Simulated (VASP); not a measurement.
Input:

```yaml
crystal:
  lattice:
    - [2.17459, -3.76650, 0.00000]
    - [2.17459, 3.76650, 0.00000]
    - [0.00000, 0.00000, 7.08440]
  atoms:
    - { symbol: Cd, position: [0.66667, 0.33333, 0.50002] }
    - { symbol: Cd, position: [0.33333, 0.66667, 0.00002] }
    - { symbol: Se, position: [0.66667, 0.33333, 0.87598] }
    - { symbol: Se, position: [0.33333, 0.66667, 0.37598] }
```

The numbers are results of r2SCAN meta-GGA, VASP's PBE PAW potentials (set 64) (plane waves; VASP), not measurements. Run with 520 eV cut-off, 7×7×4 Γ-centred mesh, tetrahedra with Blöchl corrections, potentials Cd Se.

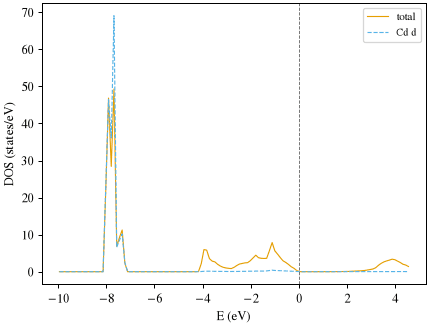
Figure. Total and projected density of states, zero at the valence-band maximum

Within 2 eV below the valence-band maximum the largest weight inside VASP's projection spheres is Se p.

The gap is direct, 1.08 eV, from the valence maximum at Γ to the conduction minimum at Γ.

The compound is CdSe in the wurtzite structure. It was relaxed first.
